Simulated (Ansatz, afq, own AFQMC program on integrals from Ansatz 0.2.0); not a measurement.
**BNH3 (quartet): quantum Monte Carlo beside coupled cluster, cc-pVDZ**

Aim: compute BNH3 (quartet) with auxiliary-field quantum Monte Carlo on the same integrals as coupled cluster, and set the energies side by side.

The runs use Ansatz 0.2.0, Gaussian basis, and an in-house AFQMC program (afq) on its integrals; all values are calculated; cc-pVDZ, frozen cores.

Plan: PBE (unrestricted); r2SCAN (unrestricted); PBE0 (unrestricted); B3LYP (unrestricted); wB97M-V (unrestricted); B2PLYP (unrestricted); CCSD(T) on ROHF; Phaseless AFQMC, CISD trial on ROHF; Phaseless AFQMC, single-determinant trial on ROHF; Free-projection AFQMC, CISD trial on ROHF; CCSD(T) on UHF; CCSD(T) on UHF; MP2 on UHF; Phaseless AFQMC, CISD trial on UHF; Free-projection AFQMC, CISD trial on UHF.

3 further runs of the same task are left out: 3 that didn't finish.

## Step 1: What is computed

The geometry is a PBE0/def2-TZVP stationary point (not a proven minimum) of the parent state, kept for this charge and spin.

5 atoms, charge 0, spin multiplicity 4.

Atoms are counted from 1 here; the program's logs count them from 0.

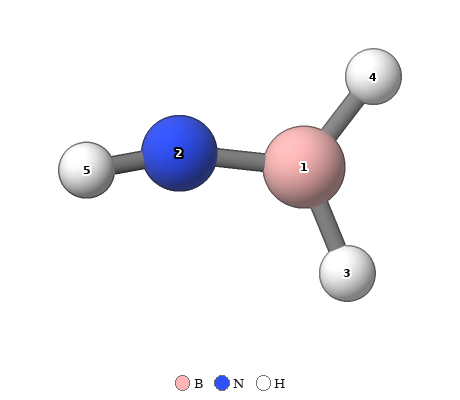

The structure; boron pink, nitrogen blue, hydrogen white; atoms are numbered from 1 in the order of the file.

## Step 2: PBE (unrestricted)

Contents of in.yaml:

```yaml
crystal:
  periodic: [false, false, false]
  atoms:
    - {symbol: B, position_ang: [0.000000, 0.024631, 0.707241]}
    - {symbol: N, position_ang: [0.000000, -0.043245, -0.619792]}
    - {symbol: H, position_ang: [0.000000, 1.115161, 1.232352]}
    - {symbol: H, position_ang: [0.000000, -0.969115, 1.385961]}
    - {symbol: H, position_ang: [0.000000, 0.190722, -1.591212]}
basis:
  gaussian: {orbitals: cc-pVDZ}
magnetization: {spin_polarized: true, initial_magnetization: 3}
hamiltonian: {xc: {name: PBE}}
output: {orbitals: {seedname: orbitals}}
```

The run is started by

```
> ansatz run in.yaml --threads 1 --pin off --events-out ev --progress --plain --max-ram 1843MiB
```

The log of the run:

```text
Functional definition: PBE
  name "PBE"
  cite "Perdew, Burke & Ernzerhof, Phys. Rev. Lett. 77, 3865 (1996) doi:10.1103/PhysRevLett.77.3865"
  parent pbe
  parameter kappa = 0.804
  parameter beta = 0.06672455060314922
  exchange = pbe_x(kappa = kappa, mu = beta*pi^2/3)
  correlation = pbe_c(beta = beta)
526 factors; their error is unknown
mean field evaluation 1: about -2201.6217 eV, gradient 2.2e1 eV
mean field evaluation 2: about -2195.3708 eV, gradient 3.1e1 eV
mean field evaluation 4: about -2204.7253 eV, gradient 4.8e0 eV
mean field evaluation 8: about -2204.8359 eV, gradient 1.2e-1 eV
mean field evaluation 16: about -2204.8173 eV, gradient 1.0e-5 eV
mean field -2204.81729861 eV, -81.0255412452 hartree, gradient 1.0e-5 eV, S^2 3.756233; 3 other end points of the search recorded, 0 dependent functions left out
reference -2204.81732852 eV, -81.0255423443 hartree; 9, 6 occupied and 34, 37 virtual orbitals, 526 factors
Total energy: -2204.81732852 eV, -81.0255423443 hartree
```

Wall time 0.69 s (1 thread of AMD EPYC 9R45 (Zen 5), shared host); peak memory 0.36 GiB.

From the report: ⟨S²⟩ of the determinant 3.756 (pure quartet: 3.75).

## Step 3: r2SCAN (unrestricted)

Changes to in.yaml since step 2:

```diff
@@ -11,3 +11,2 @@
 magnetization: {spin_polarized: true, initial_magnetization: 3}
-hamiltonian: {xc: {name: PBE}}
-output: {orbitals: {seedname: orbitals}}
+hamiltonian: {xc: {name: r2SCAN}}
```

Launched as before.

The log of the run:

```text
Functional definition: r2SCAN
  name "r2SCAN"
  cite "Furness, Kaplan, Ning, Perdew & Sun, J. Phys. Chem. Lett. 11, 8208 (2020) doi:10.1021/acs.jpclett.0c02405"
  cite "Furness, Kaplan, Ning, Perdew & Sun, J. Phys. Chem. Lett. 11, 9248 (2020) doi:10.1021/acs.jpclett.0c03077"
  parent r2scan
  parameter k0 = 0.174
  parameter k1 = 0.065
  parameter a1 = 4.9479
  exchange = r2scan_x(k0 = k0, k1 = k1, a1 = a1)
  correlation = r2scan_c
526 factors; their error is unknown
mean field evaluation 1: about -2204.2894 eV, gradient 2.0e1 eV
mean field evaluation 2: about -2204.9004 eV, gradient 1.8e1 eV
mean field evaluation 4: about -2206.7752 eV, gradient 2.1e0 eV
mean field evaluation 8: about -2206.8016 eV, gradient 4.2e-2 eV
mean field evaluation 16: about -2206.7828 eV, gradient 3.8e-5 eV
mean field -2206.78279468 eV, -81.0977718935 hartree, gradient 3.8e-5 eV, S^2 3.763836; 0 other end points of the search recorded, 0 dependent functions left out
reference -2206.78280394 eV, -81.0977722336 hartree; 9, 6 occupied and 34, 37 virtual orbitals, 526 factors
Total energy: -2206.78280394 eV, -81.0977722336 hartree
```

Wall time 0.75 s (1 thread of AMD EPYC 9R45 (Zen 5), shared host); peak memory 0.36 GiB.

From the report: ⟨S²⟩ of the determinant 3.764 (pure quartet: 3.75).

## Step 4: PBE0 (unrestricted)

Changes to in.yaml since step 3:

```diff
@@ -11,2 +11,3 @@
 magnetization: {spin_polarized: true, initial_magnetization: 3}
-hamiltonian: {xc: {name: r2SCAN}}
+hamiltonian: {xc: {name: PBE0}}
+output: {orbitals: {seedname: orbitals}}
```

The command is unchanged.

The log of the run:

```text
Functional definition: PBE0
  name "PBE0"
  cite "Adamo & Barone, J. Chem. Phys. 110, 6158 (1999) doi:10.1063/1.478522"
  cite "Perdew, Burke & Ernzerhof, Phys. Rev. Lett. 77, 3865 (1996) doi:10.1103/PhysRevLett.77.3865"
  parent pbe
  parameter a = 0.25
  parameter kappa = 0.804
  parameter beta = 0.06672455060314922
  exchange = (1 - a)*pbe_x(kappa = kappa, mu = beta*pi^2/3) + a*exact_x
  correlation = pbe_c(beta = beta)
397 factors; integrals over basis functions are off by at most 1.1e-3 eV
mean field evaluation 1: about -2203.3064 eV, gradient 1.7e1 eV
mean field evaluation 2: about -2204.1563 eV, gradient 1.3e1 eV
mean field evaluation 4: about -2205.1393 eV, gradient 1.1e0 eV
mean field evaluation 8: about -2205.1447 eV, gradient 4.9e-3 eV
mean field -2205.14466906 eV, -81.0375718873 hartree, gradient 2.3e-5 eV, S^2 3.760412; 0 other end points of the search recorded, 0 dependent functions left out
reference -2205.14469101 eV, -81.0375726937 hartree; 9, 6 occupied and 34, 37 virtual orbitals, 397 factors
Total energy: -2205.14469101 eV, -81.0375726937 hartree
```

Wall time 0.36 s (1 thread of AMD EPYC 9R45 (Zen 5), shared host); peak memory 0.36 GiB.

From the report: ⟨S²⟩ of the determinant 3.760 (pure quartet: 3.75).

## Step 5: B3LYP (unrestricted)

Changes to in.yaml since step 4:

```diff
@@ -11,3 +11,2 @@
 magnetization: {spin_polarized: true, initial_magnetization: 3}
-hamiltonian: {xc: {name: PBE0}}
-output: {orbitals: {seedname: orbitals}}
+hamiltonian: {xc: {name: B3LYP}}
```

Launched as before.

The log of the run (excerpt; [...] marks lines left out):

```text
Functional definition: B3LYP
  name "B3LYP"
  cite "Stephens, Devlin, Chabalowski & Frisch, J. Phys. Chem. 98, 11623 (1994) doi:10.1021/j100096a001"
  cite "Becke, Phys. Rev. A 38, 3098 (1988) doi:10.1103/PhysRevA.38.3098"
  cite "Lee, Yang & Parr, Phys. Rev. B 37, 785 (1988) doi:10.1103/PhysRevB.37.785"
  cite "Vosko, Wilk & Nusair, Can. J. Phys. 58, 1200 (1980) doi:10.1139/p80-159"
[...]
397 factors; integrals over basis functions are off by at most 1.1e-3 eV
[...]
mean field -2208.03222989 eV, -81.1436877903 hartree, gradient 3.7e-5 eV, S^2 3.759051; 0 other end points of the search recorded, 0 dependent functions left out
reference -2208.03242476 eV, -81.1436949518 hartree; 9, 6 occupied and 34, 37 virtual orbitals, 397 factors
Total energy: -2208.03242476 eV, -81.1436949518 hartree
```

Run time: 0.36 s. Hardware: 1 thread of AMD EPYC 9R45 (Zen 5), shared host; peak memory 0.36 GiB.

From the report: ⟨S²⟩ of the determinant 3.759 (pure quartet: 3.75).

## Step 6: wB97M-V (unrestricted)

Changes to in.yaml since step 5:

```diff
@@ -11,2 +11,3 @@
 magnetization: {spin_polarized: true, initial_magnetization: 3}
-hamiltonian: {xc: {name: B3LYP}}
+hamiltonian: {xc: {name: wB97M-V}}
+output: {orbitals: {seedname: orbitals}}
```

Same command.

The log of the run (excerpt; [...] marks lines left out):

```text
Functional definition: wB97M-V
  name "wB97M-V"
  cite "Mardirossian & Head-Gordon, J. Chem. Phys. 144, 214110 (2016) doi:10.1063/1.4952647"
  cite "Becke, J. Chem. Phys. 107, 8554 (1997) doi:10.1063/1.475007"
  cite "Vydrov & Van Voorhis, J. Chem. Phys. 133, 244103 (2010) doi:10.1063/1.3521275"
  # Of w^i u^j: cxij and so on, Table III.
[...]
  gx(w, u) = 1 - cx + cx01*u + cx10*w
  gss(w, u) = css00 + css04*u^4 + css10*w + css20*w^2 + css43*w^4*u^3
  gos(w, u) = cos00 + cos10*w + (cos20 + cos21*u)*w^2 + (cos60 + cos61*u)*w^6
[...]
      + integral(e_c_pw_mod_opposite_spin*gos(b97_w_opposite, b97_u_opposite)) + vv10(b, c)
397 factors; integrals over basis functions are off by at most 1.1e-3 eV
136 factors; integrals over basis functions are off by at most 1.4e-5 eV
[...]
mean field -2206.40649362 eV, -81.0839430844 hartree, gradient 4.9e-5 eV, S^2 3.758614; 0 other end points of the search recorded, 0 dependent functions left out
reference -2206.40652461 eV, -81.0839442232 hartree; 9, 6 occupied and 34, 37 virtual orbitals, 397 factors
Total energy: -2206.40652461 eV, -81.0839442232 hartree
```

Wall time 1.2 s (1 thread of AMD EPYC 9R45 (Zen 5), shared host); peak memory 0.36 GiB.

From the report: ⟨S²⟩ of the determinant 3.759 (pure quartet: 3.75).

## Step 7: B2PLYP (unrestricted)

Changes to in.yaml since step 6:

```diff
@@ -11,3 +11,3 @@
 magnetization: {spin_polarized: true, initial_magnetization: 3}
-hamiltonian: {xc: {name: wB97M-V}}
-output: {orbitals: {seedname: orbitals}}
+hamiltonian: {xc: {name: B2PLYP}}
+correlation: {electrons: outside_noble_gas}
```

Same command.

The log of the run (excerpt; [...] marks lines left out):

```text
Functional definition: B2PLYP
  name "B2PLYP"
  cite "Grimme, J. Chem. Phys. 124, 034108 (2006) doi:10.1063/1.2148954"
  cite "Becke, Phys. Rev. A 38, 3098 (1988) doi:10.1103/PhysRevA.38.3098"
  cite "Lee, Yang & Parr, Phys. Rev. B 37, 785 (1988) doi:10.1103/PhysRevB.37.785"
[...]
397 factors; integrals over basis functions are off by at most 1.1e-3 eV
[...]
mean field -2203.36293415 eV, -80.9720943371 hartree, gradient 3.3e-6 eV, S^2 3.767171; 0 other end points of the search recorded, 0 dependent functions left out
2 core orbitals not correlated: weight in the atoms' cores, before any rotation towards them, 1.000 or more for the frozen orbitals, at most 0.000 for the correlated occupied ones
reference -2203.36305614 eV, -80.9720988199 hartree; 7, 4 occupied and 34, 37 virtual orbitals, 397 factors
second order -6.86219960 eV of doubles, -0.00000000 eV of singles
Total energy: -2205.21585003 eV, -81.0401877395 hartree
```

Wall time 0.48 s (1 thread of AMD EPYC 9R45 (Zen 5), shared host); peak memory 0.36 GiB.

From the report: ⟨S²⟩ of the determinant 3.767 (pure quartet: 3.75).

## Step 8: CCSD(T) on ROHF

Changes to in.yaml since step 7:

```diff
@@ -10,4 +10,3 @@
   gaussian: {orbitals: cc-pVDZ}
-magnetization: {spin_polarized: true, initial_magnetization: 3}
-hamiltonian: {xc: {name: B2PLYP}}
-correlation: {electrons: outside_noble_gas}
+magnetization: {spin_polarized: false, initial_magnetization: 3}
+correlation: {method: ccsd_t, electrons: outside_noble_gas, hamiltonian_folder: ham}
```

Same command.

The log of the run (excerpt; [...] marks lines left out):

```text
Functional definition: HF
  name "HF"
  cite "Fock, Z. Phys. 61, 126 (1930) doi:10.1007/BF01340294"
  parent pbe
[...]
397 factors; integrals over basis functions are off by at most 1.1e-3 eV
[...]
mean field -2194.28986491 eV, -80.6386651922 hartree, gradient 4.2e-6 eV, S^2 3.750000; 11 other end points of the search recorded, 0 dependent functions left out
determinant -2194.28986491 eV, -80.6386651922 hartree, with singles and doubles -2201.06340984 eV, -80.8875883774 hartree
determinant -2192.48764605 eV, -80.5724348708 hartree, with singles and doubles -2198.71129972 eV, -80.8011499246 hartree
determinant -2191.89743695 eV, -80.5507450864 hartree, with singles and doubles -2198.75281379 eV, -80.8026755386 hartree
determinant -2191.83471278 eV, -80.5484400158 hartree, with singles and doubles -2198.78940812 eV, -80.8040203553 hartree
determinant -2188.57290264 eV, -80.4285707039 hartree, with singles and doubles -2195.71121028 eV, -80.6908986711 hartree
determinant -2188.55613507 eV, -80.4279545072 hartree, with singles and doubles -2195.70509129 eV, -80.6906738027 hartree
2 core orbitals not correlated: weight in the atoms' cores, before any rotation towards them, 1.000 or more for the frozen orbitals, at most 0.000 for the correlated occupied ones
reference -2194.28986491 eV, -80.6386651922 hartree; 7, 4 occupied and 34, 37 virtual orbitals, 397 factors
second order -5.51457523 eV of doubles, -0.20889292 eV of singles
cycle   1  -6.77329198 eV  change    2.5e-4 eV  update   9.3e-4
[...]
cycle   7  -6.77357174 eV  change   -3.3e-6 eV  update   7.0e-6
perturbative correction -0.15608101 eV, -0.0057358713 hartree
Total energy: -2201.21951765 eV, -80.8933252335 hartree
```

Run time: 1.6 s. Hardware: 1 thread of AMD EPYC 9R45 (Zen 5), shared host; peak memory 0.36 GiB.

From the report: correlation -6.9297 eV; T1 0.043; largest double amplitude 0.04.

This run also writes the integrals to the folder ham.

## Step 9: Phaseless AFQMC, CISD trial on ROHF

It reads the integrals that the CCSD(T) run on this determinant wrote.

The run is started by

```
> afq ham --method phaseless --trial cisd --walkers 60 --populations 1 --least-time 40 --time-step 0.005 --steps-per-block 50 --equilibration-blocks 28 --max-blocks 300 --target-error 0.0004 --factor-cut 1e-05 --start spin_pure --seed 6999 --release-times 0.24,0.51,0.99,1.62,2.4 --release-step 0.03 --release-every 4 --taylor-order 6
```

The log of the run:

```text
orbitals 41  electrons 7 4  factors 322 of 397
reference energy -80.63866519 Eh
CCSD correlation -0.24892407 Eh in 12 cycles, weight of the determinant in the CISD state 0.8684
energy of the start -80.887588 Eh
 block  time / (1/Eh)  mean weight  energy / Eh
     1     0.250  0.9983  -80.884996
     2     0.500  0.9987  -80.885700
     3     0.750  1.0005  -80.887175
     4     1.000  1.0020  -80.888240
     5     1.250  0.9987  -80.890863
     6     1.500  0.9996  -80.893003
     7     1.750  0.9999  -80.890353
     8     2.000  1.0015  -80.897658
     9     2.250  0.9985  -80.896259
    10     2.500  0.9998  -80.895392
    13     3.250  1.0001  -80.891249
    17     4.250  0.9977  -80.891644
    21     5.250  1.0007  -80.896512
    25     6.250  1.0020  -80.893464
    29     7.250  0.9974  -80.890955
    33     8.250  0.9998  -80.891938
    37     9.250  0.9978  -80.889246
    41    10.250  1.0018  -80.894238
    45    11.250  1.0007  -80.896490
    49    12.250  1.0013  -80.893175
    53    13.250  1.0013  -80.892681
    57    14.250  0.9993  -80.898065
    61    15.250  1.0014  -80.899205
    65    16.250  0.9997  -80.896050
    69    17.250  1.0004  -80.890320
    73    18.250  0.9989  -80.892873
    77    19.250  1.0023  -80.889452
    81    20.250  0.9984  -80.886702
    85    21.250  0.9970  -80.891597
    89    22.250  1.0003  -80.897387
    93    23.250  1.0001  -80.890664
    97    24.250  0.9998  -80.892560
   101    25.250  1.0004  -80.889635
   105    26.250  1.0003  -80.889594
   109    27.250  1.0002  -80.892255
   113    28.250  0.9988  -80.894466
   117    29.250  1.0002  -80.900025
   121    30.250  0.9980  -80.890617
   125    31.250  0.9969  -80.895109
   129    32.250  1.0015  -80.892493
   133    33.250  0.9999  -80.895287
   137    34.250  1.0001  -80.890790
   141    35.250  1.0010  -80.895675
   145    36.250  0.9989  -80.895817
   149    37.250  0.9975  -80.890583
   153    38.250  1.0036  -80.891242
   157    39.250  0.9998  -80.892545
   161    40.250  0.9994  -80.889952
   165    41.250  1.0009  -80.892211
   169    42.250  0.9983  -80.894536
   173    43.250  0.9997  -80.897106
   177    44.250  1.0007  -80.895284
   181    45.250  1.0026  -80.890759
   185    46.250  1.0021  -80.896983
blocks merged  error / Eh  count
     1  0.000254  160
     2  0.000297  80
     4  0.000326  40
     8  0.000286  20
    16  0.000242  10
released: time / (1/Eh)  energy / Eh  error  mean overlap
  0.24  -80.893128  0.000434  1.0086
  0.51  -80.893491  0.000566  1.0153
  0.99  -80.894200  0.000621  1.0283
  1.62  -80.894167  0.000560  1.0747
  2.40  -80.895191  0.000916  1.0381
energy -80.892689 +/- 0.000326 Eh
```

Wall time 3.3 min (1 thread of AMD EPYC 9R45 (Zen 5), shared host); peak memory 0.36 GiB.

Energy -2201.2022 ± 0.0089 eV. Caveats: constraint bias not in the error.

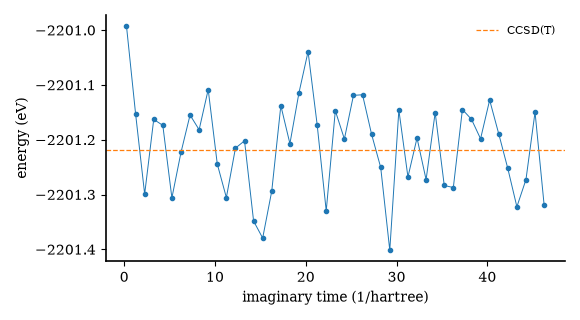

Block energies along the walk.

## Step 10: Phaseless AFQMC, single-determinant trial on ROHF

It reads the integrals that the CCSD(T) run on this determinant wrote.

The run is started by

```
> afq ham --method phaseless --trial hf --walkers 120 --populations 1 --least-time 40 --time-step 0.005 --steps-per-block 20 --equilibration-blocks 112 --max-blocks 600 --target-error 0.0012000000000000001 --factor-cut 1e-05 --start spin_pure --seed 5078 --taylor-order 6
```

The log of the run:

```text
orbitals 41  electrons 7 4  factors 322 of 397
reference energy -80.63866519 Eh
CCSD correlation -0.24892407 Eh in 12 cycles, weight of the determinant in the CISD state 0.8684
energy of the start -80.638673 Eh
 block  time / (1/Eh)  mean weight  energy / Eh
     1     0.100  1.0022  -80.701756
     2     0.200  1.0018  -80.736359
     3     0.300  1.0004  -80.778651
     4     0.400  1.0019  -80.801532
     5     0.500  1.0020  -80.814040
     6     0.600  1.0019  -80.828188
     7     0.700  1.0035  -80.828888
     8     0.800  0.9998  -80.832397
     9     0.900  1.0013  -80.855330
    10     1.000  1.0007  -80.854407
    18     1.800  1.0003  -80.870558
    35     3.500  0.9999  -80.909034
    52     5.200  0.9994  -80.892880
    69     6.900  1.0013  -80.936248
    86     8.600  1.0012  -80.892343
   103    10.300  1.0003  -80.895979
   120    12.000  1.0013  -80.914596
   137    13.700  0.9990  -80.899289
   154    15.400  0.9979  -80.883589
   171    17.100  0.9999  -80.863920
   188    18.800  1.0004  -80.870753
   205    20.500  1.0025  -80.905201
   222    22.200  0.9995  -80.873570
   239    23.900  0.9972  -80.878262
   256    25.600  0.9994  -80.891349
   273    27.300  1.0000  -80.898085
   290    29.000  1.0011  -80.885598
   307    30.700  1.0001  -80.913319
   324    32.400  1.0001  -80.883710
   341    34.100  1.0011  -80.908748
   358    35.800  1.0012  -80.890847
   375    37.500  1.0023  -80.912574
   392    39.200  0.9998  -80.888770
   409    40.900  1.0022  -80.889738
   426    42.600  1.0008  -80.872168
   443    44.300  0.9987  -80.884700
   460    46.000  0.9985  -80.878259
   477    47.700  1.0026  -80.864776
   494    49.400  1.0016  -80.892063
   511    51.100  1.0003  -80.896197
   528    52.800  1.0006  -80.891752
   545    54.500  0.9970  -80.891651
   562    56.200  0.9994  -80.888960
   579    57.900  0.9985  -80.895406
   596    59.600  1.0015  -80.903792
   613    61.300  0.9982  -80.883705
   630    63.000  0.9999  -80.906169
   647    64.700  0.9978  -80.894252
   664    66.400  1.0010  -80.891774
   681    68.100  1.0014  -80.921886
   698    69.800  1.0003  -80.872568
blocks merged  error / Eh  count
     1  0.000655  600
     2  0.000849  300
     4  0.001067  150
     8  0.001257  75
    16  0.001394  37
    32  0.001392  18
    64  0.001681  9
energy -80.892704 +/- 0.001394 Eh
```

It took 3.1 min on 1 thread of AMD EPYC 9R45 (Zen 5), shared host; peak memory 0.36 GiB.

Energy -2201.2026 ± 0.0379 eV. Caveats: constraint bias not in the error.

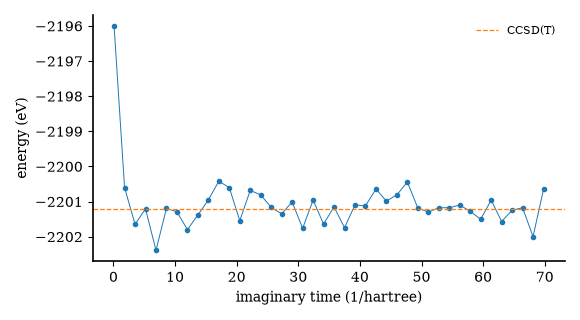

Block energies along the walk.

## Step 11: Free-projection AFQMC, CISD trial on ROHF

It reads the integrals that the CCSD(T) run on this determinant wrote.

The run is started by

```
> afq ham --method free --trial cisd --walkers 60 --time-step 0.03 --max-blocks 80 --target-error 0.0004 --factor-cut 1e-05 --seed 7095 --times 0,0.21,0.42,0.81,1.2,1.8,2.4,3 --taylor-order 8
```

The log of the run:

```text
orbitals 41  electrons 7 4  factors 322 of 397
reference energy -80.63866519 Eh
CCSD correlation -0.24892407 Eh in 12 cycles, weight of the determinant in the CISD state 0.8684
repeat  energy at the last time / Eh  error
    10  -80.894868  0.001455
    20  -80.895203  0.000981
    30  -80.894886  0.001050
    40  -80.895279  0.000994
    50  -80.894443  0.000831
    60  -80.893886  0.000732
    70  -80.893865  0.000649
    80  -80.894162  0.000599
time / (1/Eh)  energy / Eh  error  mean overlap
  0.00  -80.887251  0.000177  1.1505
  0.21  -80.890773  0.000203  1.1513
  0.42  -80.892464  0.000232  1.1489
  0.81  -80.893558  0.000257  1.1374
  1.20  -80.894325  0.000258  1.1300
  1.80  -80.894016  0.000350  1.1558
  2.40  -80.894245  0.000477  1.1602
  3.00  -80.894162  0.000599  1.1792
energy -80.894162 +/- 0.000599 Eh
```

It took 3.8 min on 1 thread of AMD EPYC 9R45 (Zen 5), shared host; peak memory 0.36 GiB.

Energy -2201.2423 ± 0.0163 eV. Caveats: remainder of the start not in the error.

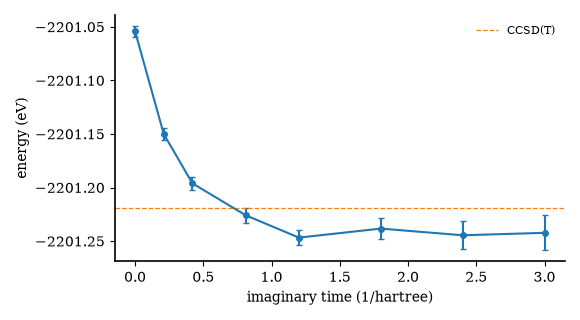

Energy against projection time, with error bars.

[end of part 1 of 2]
